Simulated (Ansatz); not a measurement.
**Cl4FHOW (SMILES [OH][W]([F])([Cl])([Cl])([Cl])[Cl]): density, localisation and related maps**

```xyz
8

Cl    2.0978    0.6469   -0.2528
Cl    0.8500   -2.2609   -1.0507
Cl   -2.1639   -1.0956   -0.5849
Cl   -0.9162    1.8123    0.2130
F    -0.1044    0.2725   -2.1180
O     0.0433   -0.7583    1.4086
W    -0.0297   -0.2478   -0.3385
H     0.0815   -1.0269    2.3300
```

Geometry: PBE0-D4/def2-SVP; core potentials replace the inner electrons of W.

Level of theory: isolated molecule in a Gaussian basis; Kohn-Sham density functional theory, functional PBE0 in Ansatz 0.2.0.

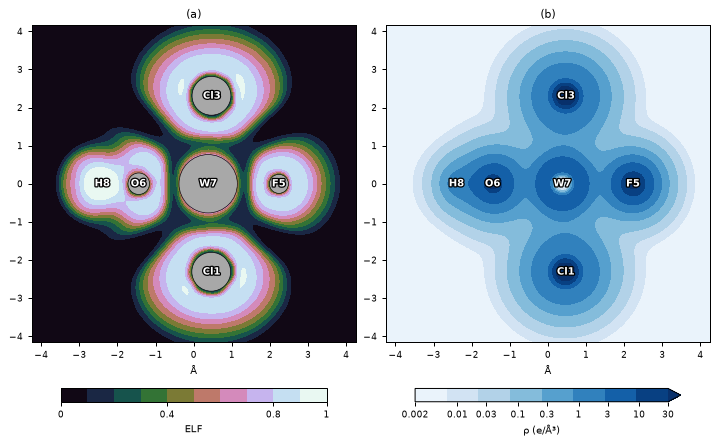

Figure 1. (a) ELF; (b) electron density on the plane of atoms Cl3, W7 and O6. Grey discs cover the atomic cores in the ELF map.

Q: What does the map show?

A:
- Atoms in the plane: Cl, F, O, W and H.
- W–O (1.82 Å): ρ is about 1.2 e/Å³ halfway; the ELF peaks at about 0.80 in the valence shell of O, 0.5 Å from its nucleus, and drops to about 0.20 between the two atoms.
- W–F (1.86 Å): ρ is about 1.1 e/Å³ halfway; the ELF peaks at about 0.85 in the valence shell of F, 0.5 Å from its nucleus, and drops to about 0.20 between the two atoms.
- W–Cl (2.31 Å): ρ at the midpoint is about 0.68 e/Å³; the ELF peaks at about 0.85 in the valence shell of Cl, 0.8 Å from its nucleus, and is about 0.40 at the midpoint.
- O–H (0.96 Å): ρ at the midpoint is about 3.8 e/Å³; the ELF climbs to about 1 towards the hydrogen, as it does in any bond to H (an ordinary covalent bond to hydrogen).

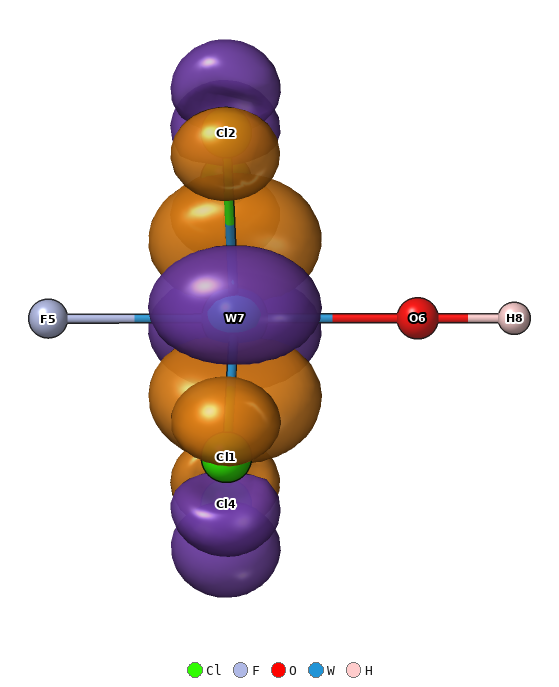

Figure 2. The LUMO at ±0.15 Å⁻³ᐟ² (orange and purple are the two phases), seen from one side.

Q: Where does this orbital lie, and at what energy?

A: Its weight (Hirshfeld) is mainly on W7 (about 55 %), Cl1 (about 10 %), Cl2 (about 10 %), Cl3 (about 10 %) and Cl4 (about 10 %). Its energy is −5.29 eV.

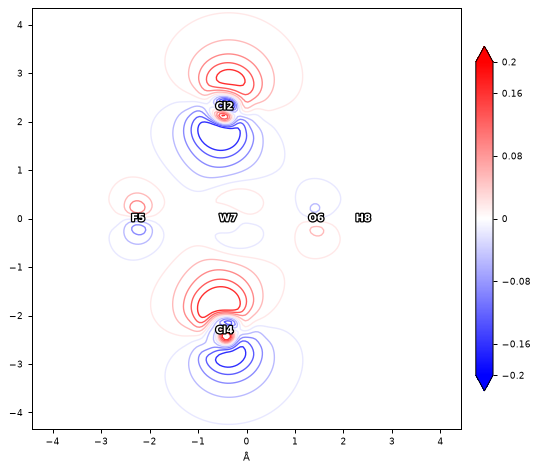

Figure 3. The HOMO−1 on the plane of atoms Cl4, W7 and O6 (values in Å⁻³ᐟ²; the overall sign is arbitrary).

Q: What is the character of this orbital?

A: It lies mainly on Cl1 (about 25 %), Cl2 (about 25 %), Cl3 (about 25 %) and Cl4 (about 25 %); largely a combination of lone pairs on Cl1, Cl2, Cl3 and Cl4. It is one of a degenerate set, so its orientation is arbitrary. Its energy is −9.61 eV.
